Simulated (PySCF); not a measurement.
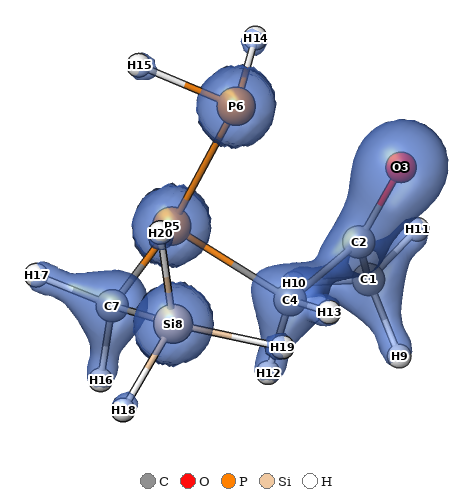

Figure. C4H12OP2Si. Isosurface of the electron density at 1.5 e/Å³ (blue), seen at an oblique angle.

Geometry: PBE0-D3(BJ)/def2-SVP.

The calculation used PBE0/pcSseg-1, SCF density, gas phase, non-relativistic (PySCF 2.14.0).

The calculation's input:

```
{"job": {"kind": "nmr", "xc": "PBE0", "basis": "pcSseg-1"}, "charge": 0, "multiplicity": 1}
C      3.195179    -0.752106    -0.888822
C      2.066293    -0.522375     0.077861
O      2.251183    -0.206303     1.230783
C      0.660173    -0.656030    -0.460867
P     -0.093809     1.053986    -0.642944
P     -0.392066     1.482000     1.533461
C     -1.835333     0.562023    -1.089588
Si    -2.918538    -0.415873     0.118841
H      3.154506    -1.779219    -1.284921
H      3.085446    -0.071408    -1.748930
H      4.158125    -0.578593    -0.393016
H      0.643292    -1.123041    -1.458072
H      0.069095    -1.266631     0.239770
H      0.845715     2.168643     1.695818
H     -1.116950     2.685064     1.245841
H     -1.757743    -0.002043    -2.035586
H     -2.369067     1.492998    -1.348612
H     -4.096019    -0.953992    -0.632047
H     -2.179320    -1.567601     0.716638
H     -3.421703     0.466223     1.211984
```

Launched as:

```sh
OMP_NUM_THREADS=1 python probes_run.py task.json out
```

**How is the density connected at this value?**

At this value the surface falls into ten separate pieces. It bridges the sampled C–O (1.21 Å) and C–C (1.50 Å) contacts, where the density stays above the isovalue. It is pinched off along the sampled C–P (1.86 Å) and C–Si (1.89 Å) contacts. On the grid the lowest density along these lines, outside the cores, is 2.8 e/Å³ (C–O, 1.21 Å), 1.7 e/Å³ (C–C, 1.50 Å), 0.98 e/Å³ (C–P, 1.86 Å) and 0.77 e/Å³ (C–Si, 1.89 Å).
